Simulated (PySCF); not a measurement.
Input file:

```
{"job": {"kind": "nmr", "xc": "PBE0", "basis": "pcSseg-1"}, "charge": 0, "multiplicity": 1}
C     -4.653965     0.023599    -1.261830
C     -3.274936    -0.199687    -0.889264
C     -2.131788    -0.343156    -0.534844
P     -0.446054    -0.720952    -0.168159
C     -0.648853    -0.974819     1.657583
C      0.204458     1.019269    -0.154598
C      1.695545     0.975733     0.153273
P      2.411718    -0.563879    -0.612583
C      4.199061    -0.186887    -0.289888
H     -4.996402     0.989447    -0.889361
H     -5.282088    -0.760566    -0.838848
H     -4.751594     0.007514    -2.347421
H     -1.206023    -1.895936     1.819568
H     -1.189458    -0.141236     2.103770
H      0.329937    -1.074461     2.124417
H      0.044713     1.410360    -1.163607
H     -0.351072     1.647828     0.547910
H      1.883409     0.973516     1.230720
H      2.209776     1.842085    -0.274965
H      2.270858    -1.380779     0.518118
H      4.783338    -1.093043    -0.437960
H      4.540515     0.561085    -1.004089
H      4.354152     0.184889     0.722135
```

Command:

```sh
OMP_NUM_THREADS=1 python probes_run.py task.json out
```

Geometry: GFN2-xTB.

Level of theory: PBE0/pcSseg-1, SCF density, gas phase, non-relativistic in PySCF.

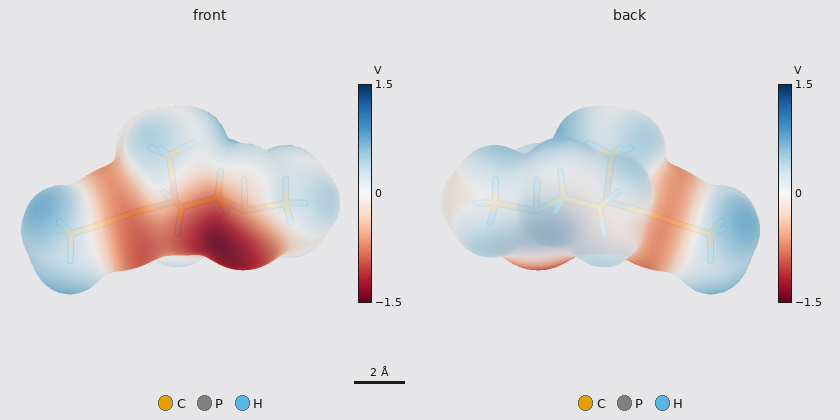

C$_{7}$H$_{14}$P$_{2}$. The molecular electrostatic potential painted on the density surface at 0.001 e/bohr³, seen from the front and from behind; the colour scale runs from red (negative) to blue (positive).

Q: Which sites attract a positive test charge, and which a negative one?

A: A positive charge is drawn to the negative regions and a negative charge to the positive ones. The most negative region (about −1.4 V) lies over P4 and P8, the most positive (about +0.7 V) over H10, H11, H12 and H15.

Q: What dipole moment does the calculation give?

A: Its dipole moment is 2.14 D.
